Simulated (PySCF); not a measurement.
| atom | x (Å) | y (Å) | z (Å) |
| --- | --- | --- | --- |
| C | -0.5139 | -0.0356 | 1.5136 |
| C | -0.3860 | 0.0439 | 0.1988 |
| Si | 1.2011 | 0.3580 | -0.7851 |
| Se | 2.9663 | 0.3215 | 0.6540 |
| C | -1.5713 | -0.1010 | -0.6932 |
| F | -1.6784 | 0.9363 | -1.5467 |
| F | -1.4751 | -1.2008 | -1.4673 |
| F | -2.7452 | -0.1904 | -0.0567 |
| H | 0.3466 | 0.0683 | 2.1551 |
| H | -1.4635 | -0.1999 | 1.9989 |
| H | 1.1838 | 1.7094 | -1.3274 |
| H | 1.3538 | -0.6887 | -1.7913 |
| H | 2.7775 | -1.0205 | 1.1296 |

Geometry: GFN2-xTB.

All numbers below come from wB97X-D/def2-SVPD, SCF density, gas phase (PySCF).

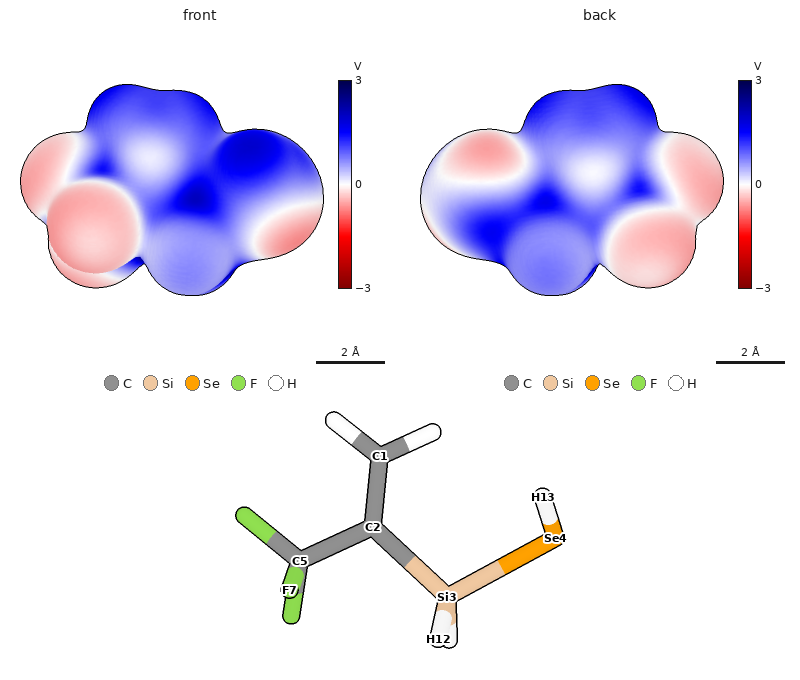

C$_{3}$H$_{5}$F$_{3}$SeSi (SMILES C=C([SiH2][SeH])C(F)(F)F). The molecular electrostatic potential painted on the density surface at 0.004 e/bohr³, seen from the front and from behind; the colour scale runs from red (negative) to blue (positive). The bare structure is drawn below in the same view.

> Which sites attract a positive test charge, and which a negative one?

A positive charge is drawn to the negative regions and a negative charge to the positive ones. The most negative region (about −0.6 V) lies over Se4 and F7, the most positive (about +2.2 V) over Si3.

> What dipole moment does the calculation give?

Its dipole moment is 1.69 D.
